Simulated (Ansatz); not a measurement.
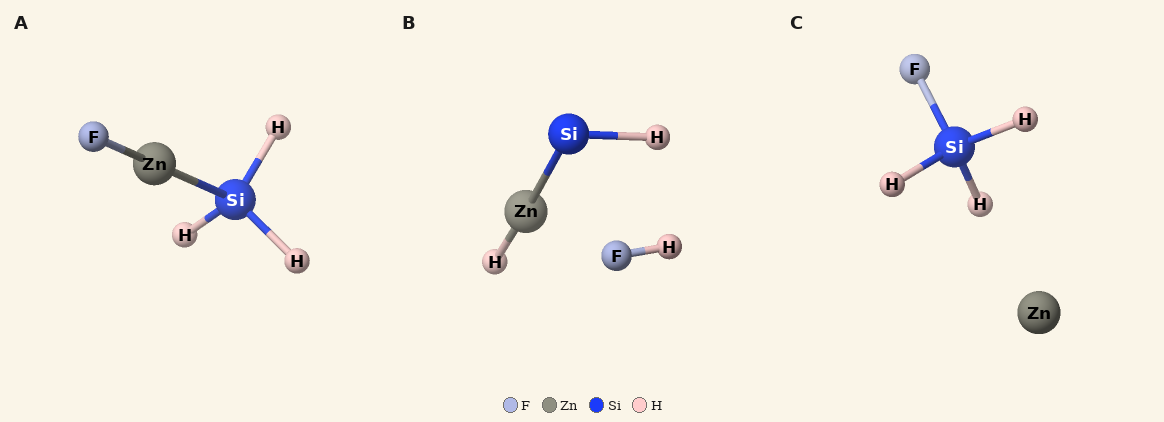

3 stationary structures of one formula. Geometries: PBE0-D4/def2-TZVP. Electronic energies: RHF-CCSD(T) (frozen core) with 3s3p of Cu, Zn/def2-TZVPP (Ansatz 0.2.0), without zero-point energy. No frequency run is at hand to confirm each as a minimum.

Which is lowest in energy, and by how much?

Answer. C is lowest; A lies 0.560 eV above it, B lies 3.678 eV above it (C1).
